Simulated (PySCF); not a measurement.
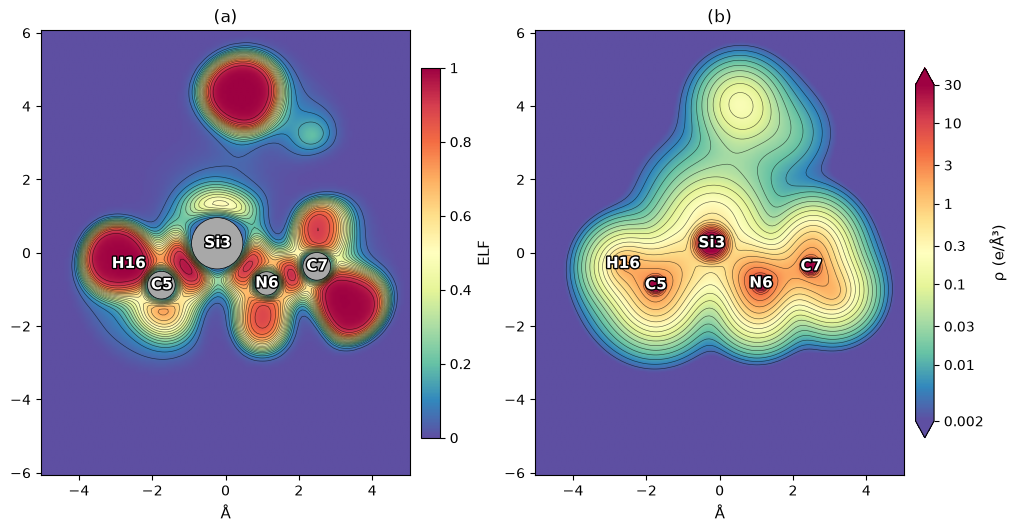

Figure. C3H14BNSi2 (SMILES B[SiH2][Si](C)(C)NC). (a) ELF; (b) electron density on the plane of atoms C5, Si3 and N6. Grey discs cover the atomic cores in the ELF map.

Geometry: GFN2-xTB.

Theory: PySCF 2.14.0, PBE0/pcSseg-1, SCF density, gas phase, non-relativistic.

```xyz
21

B     2.4795    1.1574   -1.0166
Si    1.9295    0.3663    0.6588
Si   -0.2184   -0.5532    0.3122
C    -0.3625   -1.2375   -1.4670
C    -0.6579   -1.9296    1.5537
N    -1.5098    0.5956    0.4782
C    -1.5411    1.8289   -0.2722
H     2.1736    2.2515   -1.3078
H     3.0300    0.5348   -1.8434
H     1.8069    1.2994    1.8019
H     2.7915   -0.6911    1.2248
H    -0.1340   -0.4719   -2.2038
H     0.3338   -2.0555   -1.6265
H    -1.3610   -1.6092   -1.6780
H    -0.5386   -1.5928    2.5782
H    -0.0041   -2.7836    1.4150
H    -1.6806   -2.2718    1.4310
H    -1.8861    0.7285    1.4057
H    -0.8854    2.5990    0.1514
H    -2.5587    2.2222   -0.3058
H    -1.2153    1.6295   -1.2905
```

Question: Describe what can be read from this map.

Answer: The section cuts through Si, C, N and H sites. C–N (1.44 Å): ρ at the midpoint is about 1.9 e/Å³; the ELF peaks at about 0.90 between the atoms (a shared electron pair). Si–N (1.74 Å): ρ at the midpoint is about 1.1 e/Å³; the ELF peaks at about 0.90 between the atoms, as expected for a polar covalent bond. C–Si (1.90 Å): ρ is about 0.91 e/Å³ halfway; the ELF peaks at about 0.95 between the atoms, as expected for a shared electron pair. C–H (1.08 Å): ρ at the midpoint is about 1.9 e/Å³; the ELF climbs to about 1 towards the hydrogen, as it does in any bond to H; an ordinary covalent bond to hydrogen.
